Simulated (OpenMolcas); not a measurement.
# CoP$_{2}$H$_{6}$Cl$_{2}$: single-point calculation (part 2 of 3)

CoP$_{2}$H$_{6}$Cl$_{2}$ (CoCl2(PH3)2), multiplicity 4, SMILES [PH3]->[Co](<-[PH3])([Cl])[Cl]; CASPT2/ANO-RCC-VDZ, DKH2 (OpenMolcas 26.06). The geometry is that of the parent species in another charge or spin state. The geometry comes from this level: GFN2-xTB.

Geometry of the input (Å):
```
Co -0.1113  0.0001  0.2222
Cl -0.9815  0.0014  2.0871
Cl 0.7853  -0.0013  -1.6844
P  -0.0194  2.1814  0.0183
H  -0.6201  2.7460  -1.0883
H  1.2190  2.7472  -0.2071
H  -0.4619  3.1148  0.9421
P  -0.0071  -2.1812  0.0265
H  -0.4550  -3.1143  0.9481
H  1.2386  -2.7390  -0.1781
H  -0.5866  -2.7551  -1.0864
```

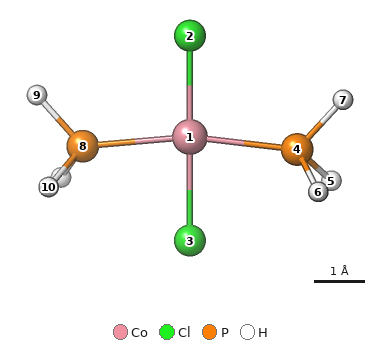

Fig. 1: The structure as given in the input (ball-and-stick view, seen on its broad side; atoms are numbered from 1 in the order of the input). Sticks mark near contacts.

Output, continued
```
      RASSCF algorithm: LK RI/DF
      Maximum number of macro iterations       200
      Maximum number of SX iterations          100
      Threshold for RASSCF energy            1.000E-08
      Threshold for max MO rotation          1.000E-01
      Threshold for max BLB element          1.000E-04
      Level shift parameter                  5.000E-01
      Make Quasi-Newton update
--

      The MO-coefficients are taken from the file:
      step2.RasOrb
      Title: RASSCF average (pseudo-natural) orbitals

      Total molecular charge    0.00

      ************************************************************************************************************************
      *                                            Wave function control section                                             *
      ************************************************************************************************************************

                                         RASSCF iterations: Energy and convergence statistics
                                         ----------------------------------------------------

          iter iter root      energy       change     param      element    value   shift minimum  type update hh:mm:ss
 Nr of preliminary CI iterations:   1
      Total energies have been shifted. Add                -3000.00 au
        1   1   26    1    -0.21802819    0.00E+00  -1.36E-02   49  84 1  4.11E-02*  0.55   0.00    SX    NO    0:00:00
        2   1   29    1    -0.22030551   -2.28E-03* -6.86E-02   27  91 1  3.07E-02*  0.52   0.00    SX    NO    0:00:00
        3   1   28    1    -0.22064912   -3.44E-04* -2.48E-02   28  89 1  1.41E-02*  0.52   0.00    SX    NO    0:00:00
        4   1   29    1    -0.22078691   -1.38E-04* -4.99E-02   27  91 1  7.73E-03*  0.51   0.00    SX    NO    0:00:00
        5   1   29    1    -0.22082041   -3.35E-05*  3.91E-02   28  89 1  4.71E-03*  0.52   0.76    QN   YES    0:00:00
        6   1   29    1    -0.22083638   -1.60E-05*  5.13E-02   28  89 1  1.42E-03*  0.51   2.50    LS   YES    0:00:00
        7   1   29    1    -0.22084221   -5.83E-06* -5.74E-02   28  89 1 -1.97E-03*  0.51   0.83    QN   YES    0:00:00
        8   1   29    1    -0.22084714   -4.93E-06*  2.39E-01*  28  89 1 -4.72E-04*  0.51   2.50    QN   YES    0:00:00
        9   1   30    1    -0.22086405   -1.69E-05*  3.39E-01*  44  86 1  1.67E-03*  0.51   2.50    QN   YES    0:00:00
       10   1   30    1    -0.22087913   -1.51E-05*  2.83E-01*  27  91 1 -5.55E-03*  0.51   1.18    QN   YES    0:00:00
       11   1   31    1    -0.22085919    1.99E-05*  1.73E-01*  44  86 1  3.59E-03*  0.51  -0.50    LS   YES    0:00:00
       12   1   30    1    -0.22087054   -1.14E-05*  1.59E-01*  44  86 1  4.70E-03*  0.51   2.50    LS   YES    0:00:00
       13   1   30    1    -0.22088263   -1.21E-05*  3.94E-01*  27  91 1 -5.68E-03*  0.51   2.50    QN   YES    0:00:00
       14   1   29    1    -0.22087081    1.18E-05*  1.44E-01*  27  91 1 -8.59E-03*  0.51   0.47    QN   YES    0:00:00
       15   1   28    1    -0.22090710   -3.63E-05*  5.64E-02   27  91 1 -6.17E-03*  0.51   1.85    SX   YES    0:00:00
       16   1   25    1    -0.22097444   -6.73E-05*  3.04E-02   37  46 1 -1.98E-03*  0.51   1.14    QN   YES    0:00:00
       17   1   24    1    -0.22099046   -1.60E-05* -4.42E-02   28  89 1 -1.26E-03*  0.51   1.76    QN   YES    0:00:00
       18   1   23    1    -0.22099959   -9.13E-06*  4.71E-02   28  89 1 -8.54E-04*  0.51   1.50    QN   YES    0:00:00
       19   1   23    1    -0.22100828   -8.69E-06*  3.08E-01*   6  46 1  7.85E-04*  0.51   2.50    QN   YES    0:00:00
       20   1   26    1    -0.22114461   -1.36E-04*  1.93E-01*  28  89 1  5.14E-03*  0.51   2.50    LS   YES    0:00:00
       21   1   28    1    -0.22133644   -1.92E-04*  1.54E-01*  27  91 1 -8.12E-03*  0.52   2.50    LS   YES    0:00:00
       22   1   31    1    -0.22150515   -1.69E-04*  3.09E-01*  27  91 1 -1.06E-02*  0.52   2.50    QN   YES    0:00:00
       23   1   26    1    -0.22109235    4.13E-04*  1.70E-01*  27  91 1 -7.51E-03*  0.52  -0.50    LS   YES    0:00:00
       24   1   29    1    -0.22129979   -2.07E-04*  1.48E-01*  27  91 1 -9.20E-03*  0.52   2.50    LS   YES    0:00:00
       25   1   31    1    -0.22150994   -2.10E-04* -2.41E-01*  27  91 1 -1.06E-02*  0.52   2.50    QN   YES    0:00:00
       26   1   31    1    -0.22122375    2.86E-04* -1.12E-01*  48  90 1  1.11E-02*  0.52   0.01    LS   YES    0:00:00
       27   1   30    1    -0.22141949   -1.96E-04*  1.61E-01*  48  90 1  8.89E-03*  0.52   2.05    SX   YES    0:00:00
       28   1   30    1    -0.22204873   -6.29E-04*  2.89E-01*  41  53 1  4.88E-03*  0.51   2.50    QN   YES    0:00:00
       29   1   24    1    -0.22287398   -8.25E-04* -1.19E-01*  27  91 1  1.41E-02*  0.49   1.18    QN   YES    0:00:00
       30   1   24    1    -0.22283240    4.16E-05*  1.31E-01*  27  91 1  2.17E-02*  0.48   0.40    SX   YES    0:00:00
       31   1   24    1    -0.22336734   -5.35E-04*  1.88E-01*  27  91 1  5.60E-03*  0.49   1.91    QN   YES    0:00:00
       32   1   24    1    -0.22364386   -2.77E-04*  1.04E-01*  28  49 1  2.46E-03*  0.49   1.71    LS   YES    0:00:00
       33   1   25    1    -0.22370204   -5.82E-05* -5.85E-02    6  90 1 -2.21E-03*  0.49   1.34    QN   YES    0:00:00
       34   1   24    1    -0.22373867   -3.66E-05* -3.17E-02   44  86 1  1.65E-03*  0.49   1.33    QN   YES    0:00:00
       35   1   23    1    -0.22374778   -9.11E-06*  4.85E-03   44  86 1  5.80E-04*  0.49   1.18    QN   YES    0:00:00
       36   1   22    1    -0.22374897   -1.19E-06*  2.42E-03   47  89 1  2.94E-04*  0.49   1.11    QN   YES    0:00:00
       37   1   21    1    -0.22374918   -2.12E-07* -2.00E-03    6  90 1  1.62E-04*  0.49   1.40    QN   YES    0:00:00
       38   1   20    1    -0.22374927   -9.49E-08* -2.71E-03   28  89 1 -7.80E-05   0.49   1.66    QN   YES    0:00:00
       39   1   20    1    -0.22374937   -1.02E-07* -1.61E-02   48  60 1 -1.02E-04*  0.49   2.50    QN   YES    0:00:00
       40   1   21    1    -0.22374997   -5.99E-07* -2.00E-01*   6  90 1 -5.07E-04*  0.49   2.50    QN   YES    0:00:00
       41   1   36    1    -0.22374271    7.26E-06* -4.63E-02    6  90 1 -6.43E-03*  0.49   0.41    SX   YES    0:00:00
       42   1   36    1    -0.22383084   -8.81E-05*  2.84E-01*   6  90 1 -2.73E-03*  0.49   2.50    QN   YES    0:00:00
       43   1   35    1    -0.22411291   -2.82E-04*  3.31E-01*  48  90 1 -4.07E-03*  0.50   1.79    QN   YES    0:00:00
       44   1   36    1    -0.22432281   -2.10E-04*  1.53E-01*   6  90 1  9.16E-03*  0.50   1.36    QN   YES    0:00:00
       45   1   36    1    -0.22445709   -1.34E-04*  1.82E-01*   6  90 1  1.13E-02*  0.50   2.19    QN   YES    0:00:00
       46   1   33    1    -0.22461974   -1.63E-04*  1.67E-01*   6  90 1  1.09E-02*  0.51   2.11    QN   YES    0:00:00
       47   1   30    1    -0.22479668   -1.77E-04* -9.17E-02    6  90 1  8.11E-03*  0.51   1.73    QN   YES    0:00:00
       48   1   30    1    -0.22492025   -1.24E-04* -5.96E-02    6  90 1  3.80E-03*  0.51   1.73    QN   YES    0:00:00
       49   1   26    1    -0.22498815   -6.79E-05* -3.32E-02   37  60 1 -2.31E-03*  0.51   1.63    LS   YES    0:00:00
       50   1   29    1    -0.22500009   -1.19E-05* -1.17E-02   37  60 1 -2.30E-03*  0.51   1.14    QN   YES    0:00:00
       51   1   28    1    -0.22501741   -1.73E-05* -1.48E-02   37  60 1 -1.89E-03*  0.51   2.35    LS   YES    0:00:00
       52   1   25    1    -0.22502617   -8.76E-06*  1.59E-02   37  60 1 -1.38E-03*  0.51   1.10    QN   YES    0:00:00
       53   1   24    1    -0.22503158   -5.41E-06*  2.57E-02   37  60 1 -9.55E-04*  0.51   1.75    QN   YES    0:00:00
       54   1   24    1    -0.22503453   -2.95E-06*  6.68E-03    6  90 1  5.99E-04*  0.51   1.15    QN   YES    0:00:00
       55   1   23    1    -0.22503542   -8.98E-07*  6.72E-03    6  90 1  3.65E-04*  0.51   1.57    QN   YES    0:00:00
       56   1   19    1    -0.22503612   -6.97E-07* -4.85E-03   28  53 1 -1.60E-04*  0.51   1.58    QN   YES    0:00:00
       57   1   21    1    -0.22503645   -3.25E-07* -2.80E-03   28  53 1 -1.14E-04*  0.51   1.40    QN   YES    0:00:00
       58   1   20    1    -0.22503655   -1.01E-07* -1.42E-03    6  90 1 -7.85E-05   0.51   1.40    QN   YES    0:00:00
       59   1   18    1    -0.22503658   -3.17E-08* -7.20E-04   37  60 1  5.40E-05   0.51   1.34    QN   YES    0:00:00
       60   1   16    1    -0.22503659   -9.64E-09  -5.79E-04   37  60 1  3.65E-05   0.51   1.44    QN   YES    0:00:00
      Convergence after 60 iterations
       61   1   16    1    -0.22503659   -4.38E-09  -5.79E-04   37  60 1  1.45E-05   0.51   1.44    QN   YES    0:00:00

      ************************************************************************************************************************
                                                      Wave function printout:
                       occupation of active orbitals, and spin coupling of open shells (u,d: Spin up or down)
      ************************************************************************************************************************

      Note: transformation to natural orbitals
      has been made, which may change the order of the CSFs.

      printout of CI-coefficients larger than  0.05 for root  1
      energy=   -3000.225037
      conf/sym  11111111     Coeff  Weight
             5  222u22uu  -0.89877 0.80779
            41  2uu2222u   0.43731 0.19124

      Natural orbitals and occupation numbers for root  1
      sym 1:   1.999702   1.808705   1.808520   1.191937   1.999268   1.999083   1.192212   1.000572

      ************************************************************************************************************************
      *                                                    Final results                                                     *
      ************************************************************************************************************************

++    Final optimization conditions:
      ------------------------------

      Average CI energy                           -3000.22503659
      RASSCF energy for state  1                  -3000.22503659
      Super-CI energy                                -0.00000000
      RASSCF energy change                           -0.00000000
      Max change in MO coefficients              -5.853E-04
      Max non-diagonal density matrix element    -5.789E-04
      Maximum BLB matrix element                  1.448E-05
      (orbital pair  37,  60 in symmetry   1)
      Norm of electronic gradient            4.839E-05
--

      Final state energy(ies):
      ------------------------

::    RASSCF root number  1 Total energy:  -3000.22503659
      Von Neumann Entropy (Root   1) =  1.65365

      Mulliken population analysis for root number:  1
      -----------------------------------------------

++    Molecular charges:
      ------------------

      Mulliken charges per centre
      ---------------------------

                CO1     CL2     CL3     P4      H5      H6      H7      P8      H9      H10     H11
      Total   26.9503 17.4766 17.4932 14.4455  1.0247  1.0248  1.0449 14.4454  1.0450  1.0250  1.0245

      N-E      0.0497 -0.4766 -0.4932  0.5545 -0.0247 -0.0248 -0.0449  0.5546 -0.0450 -0.0250 -0.0245

      Total electronic charge=   97.000000

      Total            charge=   -0.000000
--

      Expectation values of various properties for root number:  1
      -----------------------------------------------------------

++    Molecular properties:
      ---------------------

      Charge (e):
                      =   -0.0000
      Dipole Moment (debye):
      Origin of the operator (angstrom)=   -0.0706    0.0001    0.1417
                   X=  3.9213E-01               Y=  1.2683E-03               Z= -8.3778E-01           Total=  9.2501E-01
      Quadrupole Moment (debye*angstrom):
      Origin of the operator (angstrom)=   -0.0706    0.0001    0.1417
                  XX= -7.3548E+01              XY= -3.5889E-02              XZ=  1.0930E+01              YY= -5.5055E+01
                  YZ= -4.2006E-02              ZZ= -9.1747E+01
      In traceless form (debye*angstrom)
                  XX= -1.4725E-01              XY= -5.3833E-02              XZ=  1.6396E+01              YY=  2.7593E+01
                  YZ= -6.3009E-02              ZZ= -2.7445E+01
--

      Mulliken spin population analysis for root number:  1
      ---------------------------------------------------

++    Molecular charges:
      ------------------

      Mulliken spin population per centre
      ---------------------------

                CO1     CL2     CL3     P4      H5      H6      H7      P8      H9      H10     H11
      Total    2.8091  0.0524  0.0489  0.0416  0.0008  0.0008  0.0016  0.0416  0.0016  0.0008  0.0008

      Total electronic spin=    3.000000
--

      LoProp population analysis for root number:  1
      -----------------------------------------------

++    LoProp analysis:
      ----------------

++    Static properties:
      ------------------

      LoProp Charges per center

                   CO1      CL2      CL3      P4       H5       H6       H7       P8       H9       H10
      Nuclear     27.0000  17.0000  17.0000  15.0000   1.0000   1.0000   1.0000  15.0000   1.0000   1.0000
      Electronic -25.7466 -17.7517 -17.7471 -14.9415  -0.9721  -0.9720  -0.9916 -14.9415  -0.9917  -0.9721

      Total        1.2534  -0.7517  -0.7471   0.0585   0.0279   0.0280   0.0084   0.0585   0.0083   0.0279

                   H11
      Nuclear      1.0000
      Electronic  -0.9721

      Total        0.0279
--

      Natural Bond Order analysis for root number:  1
```
